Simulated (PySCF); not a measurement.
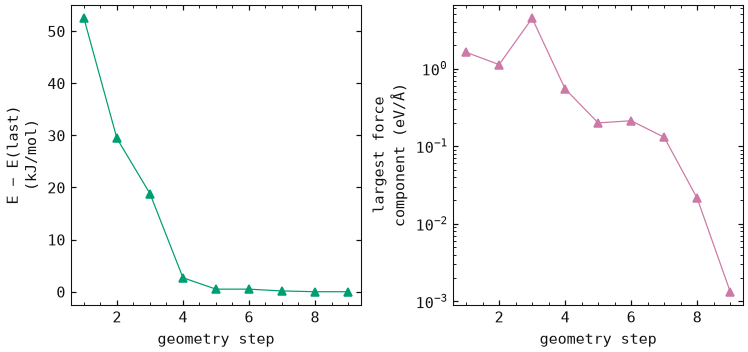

History of a geometry optimisation. The start has point group C2v.

The run: OsF3 molecule, multiplicity 4, by UKS-based PBE0, Os def2-SVP with ECP60, F def2-SVP; non-relativistic Hamiltonian with scalar-relativistic core potentials; density fitting (PySCF 2.14.0).

Q: How did the optimisation end?

A: The optimisation met its thresholds at geometry 9, counting the start as the first. The energy fell by about 52 kJ/mol from the first step to the last. The largest force component goes from about 1.6 eV/Å at the start to 1.3 × 10⁻³ eV/Å at the end, with a peak of 4.4 eV/Å at step 3.

Q: By which step was nine tenths of the energy gained?

A: By step 4 of 9.
